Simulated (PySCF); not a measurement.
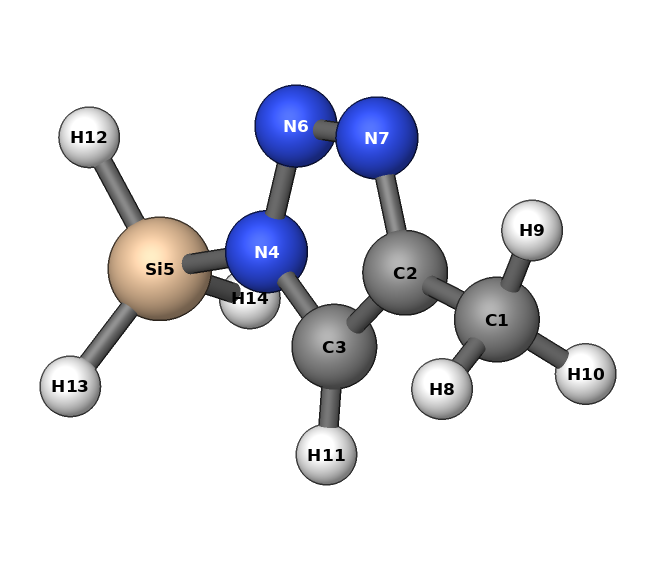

The computed structure is the end point of a GFN2-xTB optimisation. No frequency run is at hand to confirm it as a minimum. Level of theory: GIAO PBE0/pcSseg-1 NMR shielding, non-relativistic, gas phase (PySCF 2.14.0). Principal shieldings σ11 ≤ σ22 ≤ σ33, span Ω = σ33 − σ11, skew κ = 3(σiso − σ22)/Ω.

Which C atom has the most anisotropic shielding?

Answer. C3, with a span of 173 ppm.

Give the shielding tensors of the C atoms.

```tsv
atom	σ11	σ22	σ33	σiso	Ω	κ
C1	164.1	167.7	190.9	174.2	26.9	0.73
C2	−33.0	32.6	115.2	38.3	148.1	0.11
C3	−29.1	51.0	143.7	55.2	172.8	0.07
```

Shieldings and span in ppm.

The geometry is semi-empirical. Around Si such bond lengths and angles can be off by a tenth of an ångström or more and by several degrees, and values that hang on the shape move with them.
